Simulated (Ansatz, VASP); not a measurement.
# Cross-check of ZnO (zincite) between VASP and Ansatz

One calculation is typed for both programs; each brings its own data sets and cutoff. How far apart do they land?

Calculated with Ansatz 0.2.0; plane waves, with VASP 6.6.1 beside it; band structure at LDA, band structure at PBE and band structure at BLYP.

**1. Starting point**

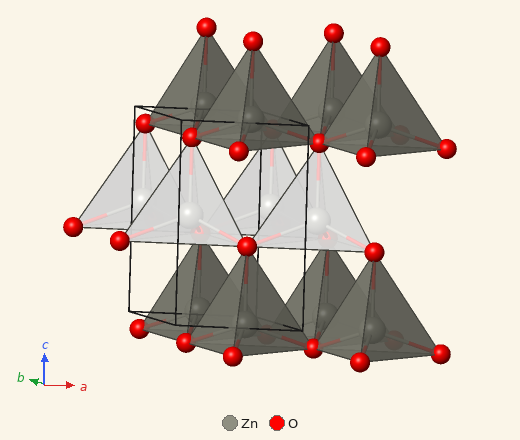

The cell as given, slightly off an axis (zinc grey, oxygen red). 2×2×1 cells are drawn. Some periodic images of atoms are drawn too.

Coordinates:

```xyz
4
Lattice="3.2493 0.0000 0.0000 -1.6247 2.8140 0.0000 0.0000 0.0000 5.2057" Properties=species:S:1:pos:R:3 pbc="T T T"
Zn    0.0000    1.8760    2.6029
Zn    1.6247    0.9380    0.0000
O     1.6247    0.9380    1.9730
O     0.0000    1.8760    4.5759
```

**2. VASP: band structure, LDA**

The same path points are solved in both programs, so levels can be compared one by one.

Lines of VASP's logs that name or quote its potential files are left out, and so is its time.

Input file INCAR:

```
SYSTEM = ZnO
PREC = Accurate
ENCUT = 520
EDIFF = 1E-06
NELM = 100
ISMEAR = 0
SIGMA = 0.02
LREAL = .FALSE.
ALGO = Normal
GGA = CA
NBANDS = 32
LORBIT = 11
LWAVE = .FALSE.
LCHARG = .FALSE.
KPAR = 8
```

Input file POSCAR:

```
ZnO
1.0
    3.2493080000      0.0000000000      0.0000000000
   -1.6246540000      2.8139832727      0.0000000000
    0.0000000000      0.0000000000      5.2057090000
Zn O
2 2
Direct
    0.3333333333      0.6666666667      0.5000000000
    0.6666666667      0.3333333333      0.0000000000
    0.6666666667      0.3333333333      0.3790100000
    0.3333333333      0.6666666667      0.8790100000
```

Input file KPOINTS:

```
Automatic mesh
0
Gamma
5 5 3
0 0 0
```

Input file KPOINTS_OPT:

```
Line mode
16
Line-mode
Reciprocal
  0.00000000   0.00000000   0.00000000 GAMMA
  0.50000000   0.00000000   0.00000000 M

  0.50000000   0.00000000   0.00000000 M
  0.33333333   0.33333333   0.00000000 K

  0.33333333   0.33333333   0.00000000 K
  0.00000000   0.00000000   0.00000000 GAMMA

  0.00000000   0.00000000   0.00000000 GAMMA
  0.00000000   0.00000000   0.50000000 A

  0.00000000   0.00000000   0.50000000 A
  0.50000000   0.00000000   0.50000000 L

  0.50000000   0.00000000   0.50000000 L
  0.33333333   0.33333333   0.50000000 H

  0.33333333   0.33333333   0.50000000 H
  0.00000000   0.00000000   0.50000000 A

  0.50000000   0.00000000   0.50000000 L
  0.50000000   0.00000000   0.00000000 M

  0.33333333   0.33333333   0.00000000 K
  0.33333333   0.33333333   0.50000000 H
```

Potentials, in the order of the species: Zn and O (PBE family, release 64).

On the command line:

```sh
$ mpirun -np 8 vasp_std
```

Numbers of over 12 decimals in the logs are rounded to 6 here.

Log:

```text
[banner, memory and clock lines left out]
running    8 mpi-ranks, on    1 nodes
 distrk:  each k-point on    1 cores,    8 groups
 distr:  one band on    1 cores,    1 groups

 POSCAR found type information on POSCAR ZnO
 POSCAR found :  2 types and       4 ions
|                                                                             |
|           W    W    AA    RRRRR   N    N  II  N    N   GGGG   !!!           |
|           W    W   A  A   R    R  NN   N  II  NN   N  G    G  !!!           |
|           W    W  A    A  R    R  N N  N  II  N N  N  G       !!!           |
|           W WW W  AAAAAA  RRRRR   N  N N  II  N  N N  G  GGG   !            |
|           WW  WW  A    A  R   R   N   NN  II  N   NN  G    G                |
|           W    W  A    A  R    R  N    N  II  N    N   GGGG   !!!           |
|                                                                             |
|     For optimal performance we recommend to set                             |
|       NCORE = 2 up to number-of-cores-per-socket                            |
|     NCORE specifies how many cores store one orbital (NPAR=cpu/NCORE).      |
|     This setting can greatly improve the performance of VASP for DFT.       |
|     The default, NCORE=1 might be grossly inefficient on modern             |
|     multi-core architectures or massively parallel machines. Do your        |
|     Unfortunately you need to use the default for GW and RPA                |
|     calculations (for HF NCORE is supported but not extensively tested      |
|     yet).                                                                   |
|                                                                             |

|                                                                             |
|               ----> ADVICE to this user running VASP <----                  |
|                                                                             |
|     You enforced a specific xc type in the INCAR file but a different       |
|     [... a line on the potential file left out ...]
|     I HOPE YOU KNOW WHAT YOU ARE DOING!                                     |
|                                                                             |

 LDA part: xc-table for (Slater(with rela. corr.)+CA(PZ))
 , standard interpolation
 POSCAR, INCAR and KPOINTS ok, starting setup
 FFT: planning ... GRIDC
 FFT: planning ... GRID_SOFT
 FFT: planning ... GRID
 WAVECAR not read
 entering main loop
       N       E                     dE             d eps       ncg     rms          rms(c)
DAV:   1     0.307188147552E+03    0.30719E+03   -0.17349E+04   664   0.164E+03
DAV:   2     0.108289064419E+02   -0.29636E+03   -0.26996E+03   640   0.384E+02
DAV:   3    -0.233395789274E+02   -0.34168E+02   -0.33552E+02   776   0.121E+02
DAV:   4    -0.240068439580E+02   -0.66727E+00   -0.66665E+00   680   0.179E+01
DAV:   5    -0.240094478857E+02   -0.26039E-02   -0.26039E-02   768   0.117E+00    0.137E+01
DAV:   6    -0.210967581255E+02    0.29127E+01   -0.31219E+00   944   0.510E+01    0.891E+00
DAV:   7    -0.212519553976E+02   -0.15520E+00   -0.25015E+00   712   0.129E+01    0.538E+00
DAV:   8    -0.212232295408E+02    0.28726E-01   -0.41055E-01   824   0.480E+00    0.161E+00
DAV:   9    -0.211813850597E+02    0.41844E-01   -0.50589E-02   928   0.430E+00    0.381E-01
DAV:  10    -0.211817217601E+02   -0.33670E-03   -0.23530E-02   712   0.943E-01    0.547E-02
DAV:  11    -0.211817632205E+02   -0.41460E-04   -0.27301E-04   744   0.287E-01    0.241E-02
DAV:  12    -0.211817594116E+02    0.38090E-05   -0.76625E-05   816   0.216E-01    0.702E-03
DAV:  13    -0.211817592860E+02    0.12560E-06   -0.56647E-06   768   0.570E-02
   1 F= -.21181759E+02 E0= -.21181759E+02  d E =-.283546E-51
 Start KPOINTS_OPT (optional k-point list driver)
k-point batch [1-10\144]
       N       E                     dE             ncg
DAV:   1     0.158388383943E+04   -0.19072E+04      664
DAV:   2    -0.127162215235E+04   -0.28555E+04      640
DAV:   3    -0.160574712310E+04   -0.33412E+03      760
DAV:   4    -0.161248508386E+04   -0.67380E+01      712
DAV:   5    -0.161250791886E+04   -0.22835E-01      760
DAV:   6    -0.161250803486E+04   -0.11600E-03      712
DAV:   7    -0.161250803572E+04   -0.86048E-06      696
[...]
k-point batch [141-144\144]
       N       E                     dE             ncg
DAV:   1     0.964480172084E+04   -0.55291E+04      264
DAV:   2     0.851035995691E+04   -0.11344E+04      264
DAV:   3     0.838181740874E+04   -0.12854E+03      296
DAV:   4     0.837949275994E+04   -0.23246E+01      272
DAV:   5     0.837948528139E+04   -0.74785E-02      320
DAV:   6     0.837948524086E+04   -0.40534E-04      256
DAV:   7     0.837948524054E+04   -0.31367E-06      288
```

Parts of OUTCAR (step 2):

```text
ion  position               nearest neighbor table
   1  0.333  0.667  0.500-   4 1.97   3 1.98   3 1.98   3 1.98
   2  0.667  0.333  0.000-   3 1.97   4 1.98   4 1.98   4 1.98
   3  0.667  0.333  0.379-   2 1.97   1 1.98   1 1.98   1 1.98
   4  0.333  0.667  0.879-   1 1.97   2 1.98   2 1.98   2 1.98

  LATTYP: Found a hexagonal cell.
 ALAT       =     3.2493080000
 C/A-ratio  =     1.6020977390

 Subroutine GETGRP returns: Found 12 space group operations
 (whereof  6 operations were pure point group operations)

The static configuration has the point symmetry C_3v.
 The point group associated with its full space group is C_6v.

 Found     10 irreducible k-points:

   k-points           NKPTS =     10   k-points in BZ     NKDIM =     10   number of bands    NBANDS=     32

   dimension x,y,z NGX =    24 NGY =   24 NGZ =   40
   dimension x,y,z NGXF=    48 NGYF=   48 NGZF=   80

   ENCUT  =  520.0 eV  38.22 Ry    6.18 a.u.   6.04  6.04  9.68*2*pi/ulx,y,z

   NELECT =      36.0000    total number of electrons

 k-points in reciprocal lattice and weights: Automatic mesh
   0.00000000  0.00000000  0.00000000       0.013
   0.20000000 -0.00000000  0.00000000       0.080
   0.40000000 -0.00000000  0.00000000       0.080
   0.20000000  0.20000000  0.00000000       0.080
   0.40000000  0.20000000  0.00000000       0.080
   0.00000000  0.00000000  0.33333333       0.027
   0.20000000 -0.00000000  0.33333333       0.160
   0.40000000 -0.00000000  0.33333333       0.160
   0.20000000  0.20000000  0.33333333       0.160
   0.40000000  0.20000000  0.33333333       0.160

 average (electrostatic) potential at core
       1 -35.5624       2 -35.5624       3 -73.1286       4 -73.1286

 E-fermi :   0.9862

 k-point     1 :       0.0000    0.0000    0.0000
  band No.  band energies     occupation
    ...
     14      -0.0459      2.00000
     15      -0.0459      2.00000
     16       0.7036      2.00000
     17       0.7759      2.00000
     18       0.7759      2.00000
     19       1.5055      0.00000
     20       5.8468      0.00000
     21       8.8891      0.00000
     22      13.4034      0.00000
     23      13.4034      0.00000
    ...

 k-point     2 :       0.2000   -0.0000    0.0000
  band No.  band energies     occupation
    ...
     14      -1.2881      2.00000
     15      -0.5958      2.00000
     16      -0.5363      2.00000
     17       0.4259      2.00000
     18       0.5088      2.00000
     19       3.3747      0.00000
     20       7.1953      0.00000
     21       8.8380      0.00000
     22      10.8685      0.00000
     23      12.7206      0.00000
    ...

 k-point     3 :       0.4000   -0.0000    0.0000
  band No.  band energies     occupation
    ...
     14      -2.6523      2.00000
     15      -1.8894      2.00000
     16      -1.3735      2.00000
     17      -0.3203      2.00000
     18       0.0286      2.00000
     19       5.7098      0.00000
     20       8.0713      0.00000
     21       8.2631      0.00000
     22       9.1627      0.00000
     23      11.4007      0.00000
    ...

  Total       -1.9460081     -1.9460081     -1.4325142      0.0000000      0.0000000      0.0000000
  in kB      -65.5032653    -65.5032653    -48.2188921      0.0000000      0.0000000      0.0000000
  external PRESSURE =     -59.7418076 kB  Pullay stress =       0.0000000 kB

  energy-cutoff  :      520.00
  volume of cell :       47.60
      direct lattice vectors                 reciprocal lattice vectors
     3.249308000  0.000000000  0.000000000     0.307757836  0.177684070  0.000000000
    -1.624654000  2.813983273  0.000000000     0.000000000  0.355368139  0.000000000
     0.000000000  0.000000000  5.205709000     0.000000000  0.000000000  0.192096792

 POSITION                                       TOTAL-FORCE (eV/Angst)
 -----------------------------------------------------------------------------------
     -0.00000      1.87599      2.60285        -0.000000     -0.000000     -0.055988
      1.62465      0.93799      0.00000         0.000000      0.000000     -0.055988
      1.62465      0.93799      1.97302         0.000000      0.000000      0.055988
     -0.00000      1.87599      4.57587        -0.000000      0.000000      0.055988
 -----------------------------------------------------------------------------------
    total drift:                               -0.000000     -0.000000     -0.000167

  FREE ENERGIE OF THE ION-ELECTRON SYSTEM (eV)
  ---------------------------------------------------
  free  energy   TOTEN  =       -21.1817592860 eV

  energy  without entropy=      -21.1817592860  energy(sigma->0) =      -21.18175929

 total charge
# of ion       s       p       d       tot
------------------------------------------
    1        0.469   0.502   9.909  10.880
    2        0.469   0.502   9.909  10.880
    3        1.534   3.432   0.000   4.966
    4        1.534   3.432   0.000   4.966
--------------------------------------------------
tot          4.006   7.866  19.818  31.690

[... 3 further parts left out ...]
```

The run ends at a pressure of -5.97 GPa, with forces up to 0.056 eV/Å.

**3. Ansatz: band structure, LDA**

Ansatz runs on its default PAW (the set named soft_2) files.

The same cell, functional (in two slightly different forms), mesh and smearing now go to Ansatz, which takes its cutoff from its data sets.

Input file input.yaml:

```yaml
crystal:
  lattice:
    - [3.249308, 0.0, 0.0]
    - [-1.624654, 2.8139832727, 0.0]
    - [0.0, 0.0, 5.205709]
  atoms:
    - { symbol: Zn, position: [0.3333333333, 0.6666666667, 0.5] }
    - { symbol: Zn, position: [0.6666666667, 0.3333333333, 0.0] }
    - { symbol: O, position: [0.6666666667, 0.3333333333, 0.37901] }
    - { symbol: O, position: [0.3333333333, 0.6666666667, 0.87901] }
hamiltonian:
  xc: lda
  pseudopotentials: { kind: paw }
kpoints:
  mp_grid: { grid: [5, 5, 3] }
  band_path:
    path:
      - [0.0, 0.0, 0.0]
      - [0.13333, 0.0, 0.0]
      - [0.3, 0.0, 0.0]
      - [0.46667, 0.0, 0.0]
      - [0.46667, 0.06667, 0.0]
      - [0.41111, 0.17778, 0.0]
      - [0.35556, 0.28889, 0.0]
      - [0.28889, 0.28889, 0.0]
      - [0.17778, 0.17778, 0.0]
      - [0.06667, 0.06667, 0.0]
      - [0.0, 0.0, 0.03333]
      - [0.0, 0.0, 0.2]
      - [0.0, 0.0, 0.36667]
      - [0.0, 0.0, 0.5]
      - [0.16667, 0.0, 0.5]
      - [0.3, 0.0, 0.5]
      - [0.46667, 0.0, 0.5]
      - [0.46667, 0.06667, 0.5]
      - [0.41111, 0.17778, 0.5]
      - [0.35556, 0.28889, 0.5]
      - [0.28889, 0.28889, 0.5]
      - [0.17778, 0.17778, 0.5]
      - [0.06667, 0.06667, 0.5]
      - [0.5, 0.0, 0.46667]
      - [0.5, 0.0, 0.3]
      - [0.5, 0.0, 0.13333]
      - [0.33333, 0.33333, 0.0]
      - [0.33333, 0.33333, 0.16667]
      - [0.33333, 0.33333, 0.33333]
      - [0.33333, 0.33333, 0.5]
    npoints: 1
scf:
  occupations: { method: gaussian, width: 0.02 }
  n_extra_bands: 8
output:
  forces: true
  stress: true
  eigenvalues: true
```

On the command line:

```sh
$ ansatz run input.yaml --threads 2 --pin off --max-ram 4608MiB --backend cpu --events-out ev --progress --plain --runs-dir out
```

Log:

```text
scf.n_extra_bands = 8 over 18 filled bands (N_el = 36.0): the run solves 26 bands
Engine: ansatz 0.2.0, aarch64-unknown-linux-gnu
Pseudopotentials: kind: paw
Pseudopotential: Zn, paw, valence charge 12, recommended cutoff 420 eV (normal), Zn.paw.azcp
Pseudopotential: O, paw, valence charge 6, recommended cutoff 420 eV (normal), O.paw.azcp
Functional definition: SPW92
  exchange = slater_x
  correlation = pw_c
Crystal: 4 atoms, lattice volume = 47.598 Å³
Basis set: ecut = 420 eV, 941 PW (Γ)
Bands: 26, of which v1, the nominal top of the filled ones, is band 18 counted from 1 (17 counted from 0)
Symmetry: 12 space group operations
Space group: P63mc (ITA 186), of the structure as read, at distance tolerance 3.6e-5 Å
k-points: 10 of 75 (time reversal used)
Non-local potential: Zn, projectors of the file, l = 0: 2, l = 1: 2, l = 2: 3, l = 3: 1
Non-local potential: O, projectors of the file, l = 0: 2, l = 1: 2, l = 2: 1
PAW form: soft (Blöchl's): semilocal exchange-correlation on the pseudo side does not see the compensation charge
PAW frozen core: Zn, regenerated for the run's functional, and the local potential with it (the file was generated under x = pbe(κ = 0.804, μ = 0.219515), c = pbe(β = 0.066725))
PAW frozen core: O, regenerated for the run's functional, and the local potential with it (the file was generated under x = pbe(κ = 0.804, μ = 0.219515), c = pbe(β = 0.066725))
PAW one-centre angular grid: Zn, 590 points (default); XC on 64 Gauss nodes
PAW one-centre angular grid: O, 110 points (default); XC on 64 Gauss nodes
Initial density: superposition of atomic densities (neutral atoms: chi_scale 0, normalization atom), corrected by the library's trained network
Initial wavefunctions: pseudopotential atomic-orbital guess
Functional: x = slater, c = lda
SCF iter   1: F=—  HF=-7603.913928 eV  |F-HF|=—  |Δ(HF+E_count)|=         —  Δρ=1.83e-2  dr2=1.36e-1  ethr=1.77e-3  ⟨swp⟩=6.0  Hψ=1197  notcnv=0
preconditioner: auto → Resta (q_TF=auto, 2.604 Å⁻¹)  ε∞=5.6  [insulator: Δε(μ)=0.553 eV  Ē_g=15.081 eV  σ=0.020 eV  W_gap=1.00  n_scr=22 (ndim 8)  ℏωp=32.3 eV  f_vac=0.035  D(μ)=0.00/eV (n_scr^D=0)  ε∞_Penn≈5.6]
SCF iter   2: F=—  HF=-7603.878795 eV  |F-HF|=—  |Δ(HF+E_count)|=   3.51e-2  Δρ=3.93e-3  dr2=2.38e-3  ethr=3.78e-4  ⟨swp⟩=3.0  Hψ=570  notcnv=0  defer=31
SCF iter   3: F=—  HF=-7603.878080 eV  |F-HF|=—  |Δ(HF+E_count)|=   7.15e-4  Δρ=1.96e-3  dr2=1.01e-3  ethr=6.61e-6  ⟨swp⟩=2.8  Hψ=427  notcnv=0  defer=31
SCF iter   4: F=—  HF=-7603.877788 eV  |F-HF|=—  |Δ(HF+E_count)|=   2.91e-4  Δρ=7.15e-4  dr2=1.61e-4  ethr=2.81e-6  ⟨swp⟩=1.0  Hψ=229  notcnv=0  defer=31
SCF iter   5: F=—  HF=-7603.877739 eV  |F-HF|=—  |Δ(HF+E_count)|=   4.97e-5  Δρ=2.61e-4  dr2=1.73e-5  ethr=4.48e-7  ⟨swp⟩=2.7  Hψ=416  notcnv=0  defer=31
SCF iter   6: F=—  HF=-7603.877734 eV  |F-HF|=—  |Δ(HF+E_count)|=   4.97e-6  Δρ=2.78e-5  dr2=3.29e-7  ethr=4.80e-8  ⟨swp⟩=2.0  Hψ=389  notcnv=0  defer=31
SCF iter   7: F=-7603.877734 eV  HF=-7603.877734 eV  |F-HF|=1.64e-8  |Δ(HF+E_count)|=   5.38e-8  Δρ=7.83e-6  dr2=2.92e-8  ethr=2.78e-10  ⟨swp⟩=8.0  Hψ=1229  notcnv=0
SCF 1 converged in 7 iterations: F = -7603.877734 eV  dr2 = 2.92e-8
  greatest PAW one-centre occupation: 0.987 electrons in one spin orbital (limit 2), on the Zn atom at site 0 (counted from 0), in its partial waves of l = 2
NSCF: frozen V_eff on 30 k-points
SCF converged after 7 iterations
Free energy (F): -7603.877734 eV
Harris-Foulkes:  -7603.877734 eV  (|F-HF|=1.64e-8)
Internal energy: -7603.877734 eV  (E = F + TS)
E sigma→0 (E₀):  -7603.877734 eV
Fermi energy:    7.139093 eV
--- Per-component energies (eV) ---
  E_band       = 48.823903
  E_kinetic    = 609.328654
  E_local      = -4008.286778  (includes V_loc(G=0)·N_el)
  E_nonlocal   = 1343.987676
  E_hartree    = 1638.757076
  E_xc         = -413.421661
  E_vxc        = -290.308216  (∫ρ·V_xc dr)
  E_paw        = -3814.960434  (= ΣΔE_a)
  E_vpaw       = -883.424147  (= ΣTr[D̂ρ^β])
  E_aug_tail   = 0.004353  (compensation charges beyond the density's cutoff)
  E_ewald      = -2962.594745
  E_core_change = 3.308126  (= ΣΔE_core)
  E_smearing   = -0.000000  (= −TS)
  E_closure    = 0.000000  (closes the sum)
  Σ components = -7603.877734   (vs F -7603.877734, Δ=0.00e0)
--- Forces (eV/Å), atoms counted from 1 ---
  atom   1  Zn     0.00000000    -0.00000000    -0.05123950
  atom   2  Zn    -0.00000000     0.00000000    -0.05123950
  atom   3  O      0.00000000    -0.00000000     0.05119920
  atom   4  O     -0.00000000     0.00000000     0.05119920
  max |Σ_I F_I| component: 8.06e-5 eV/Å
--- Stress (GPa, compression-positive) ---
       -7.655611       0.000000      -0.000000
        0.000000      -7.655611      -0.000000
       -0.000000      -0.000000      -5.988795
  P = ⅓ Tr σ = -7.1000 GPa (-71.000 kbar)
--- Band table (eV; the first three rows and the last of 10) ---
  k-point 0: bands = [... 14 lower, 5.9539, 6.7000, 6.7732, 6.7732, 7.5046, 11.8519, 14.8910, 19.4325, ... 4 higher]
  k-point 1: bands = [... 14 lower, 6.1621, 6.1621, 6.5720, 6.5720, 9.1580, 11.0252, 15.6857, 18.1196, ... 4 higher]
  k-point 2: bands = [... 14 lower, 5.3978, 5.4653, 6.4234, 6.5065, 9.3733, 13.1962, 14.8484, 16.8831, ... 4 higher]
  k-point 9: bands = [... 14 lower, 3.9836, 4.8739, 5.1189, 5.5875, 13.1826, 13.8320, 14.7798, 15.2993, ... 4 higher]
```

The job ended after 1.5 s (2 threads of Arm Neoverse V2, shared host; peak memory 0.28 GiB).

[end of part 1 of 3]

[Lines on the potential files, build, host, timing and source positions are cut from VASP's logs without a mark.]

[Logs are printed without paths, hosts, clocks, repeated set-up lines and the standing remarks that a program may print on its own settings, such as how far it seeks lower states.]

[Hosts, paths, dates, database ids (printed as entryN), source tags and the programs' standing remarks are cut or masked in the printed files.]
